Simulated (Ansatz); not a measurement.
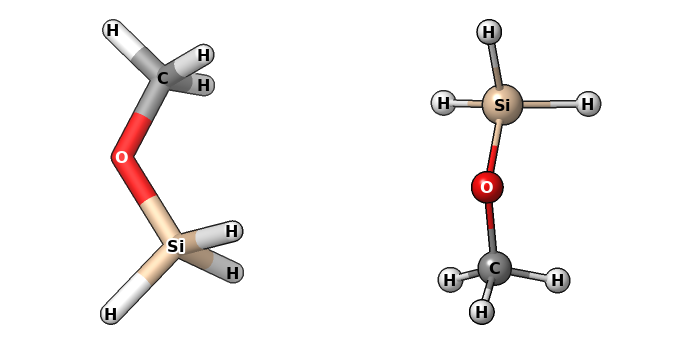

Two views of one molecule.

**Count the atoms of each element.**

CH₆OSi, 9 atoms: 1 carbon, 6 hydrogen, 1 oxygen and 1 silicon.

**Give the symmetry (Schoenflies symbol).**

Cs.

**How many bonds of each kind are drawn?**

3 Si–H, 3 C–H, 1 C–O, 1 O–Si. Sticks follow a distance rule.

**How many sets of symmetry-equivalent atoms are there?**

7: 1 Si, 2 H, 1 O, 1 C, 1 H, 1 H, 2 H.

More results for the same structure follow; atom numbers are the same in all pictures, views and colours differ. The computed structure is the end point of a PBE0-D4/def2-TZVP optimisation.

**Geometry**

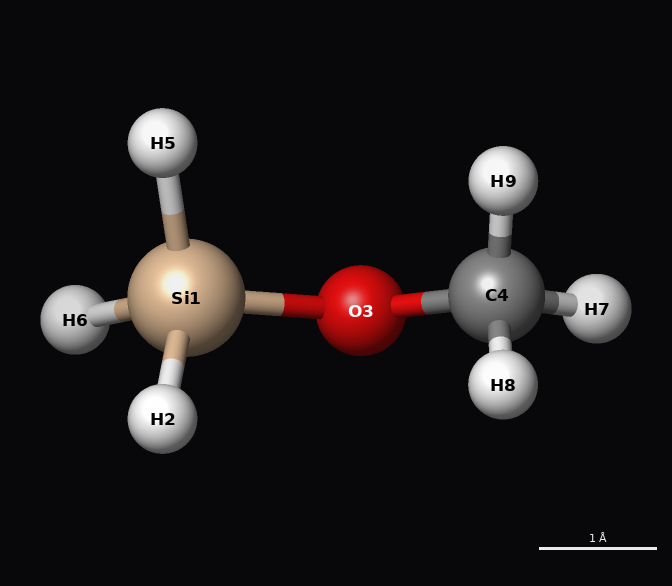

Numbered structure.

What are the angles H2–Si1–O3, O3–Si1–H6, Si1–O3–C4, O3–C4–H7, O3–C4–H8?

```json
{"angle": "H2–Si1–O3", "degrees": "110.9"}
{"angle": "O3–Si1–H6", "degrees": "106.5"}
{"angle": "Si1–O3–C4", "degrees": "122.4"}
{"angle": "O3–C4–H7", "degrees": "108.3"}
{"angle": "O3–C4–H8", "degrees": "111.5"}
```

**Electronic properties**

Properties computed with RKS PBE0-D4/def2-TZVP (Ansatz 0.2.0).

**Give the dipole moment at this level.**

1.10 D.

**What is the dispersion correction?**

−10.5 kJ/mol.

**Estimate the harmonic zero-point energy.**

176.1 kJ/mol.

**Vibrations**

Harmonic vibrations computed with RKS PBE0-D4/def2-TZVP (Ansatz 0.2.0) at a stationary point of the same level.

**List the wavenumbers.**

21 modes: 99, 131, 215, 715, 723, 787, 940, 955, 978, 1154, 1182, 1216, 1482, 1495, 1497, 2201, 2206, 2260, 3010, 3069, 3123 cm⁻¹.

**Charges**

The questions are on Mulliken charges. Properties computed with RKS PBE0-D4/def2-TZVP (Ansatz 0.2.0).

**Which atom carries the highest charge (most positive or least negative)?**

Si1 (0.30 e).

**And the lowest?**

O3 (−0.35 e).

Give the Mulliken charges atom by atom.

```
atom  value (e)
 Si1       0.30
  H2      −0.04
  O3      −0.35
  C4      −0.21
  H5      −0.04
  H6      −0.03
  H7       0.13
  H8       0.12
  H9       0.12
```

Mulliken values depend strongly on the basis set and can even reverse the polarity of a bond.
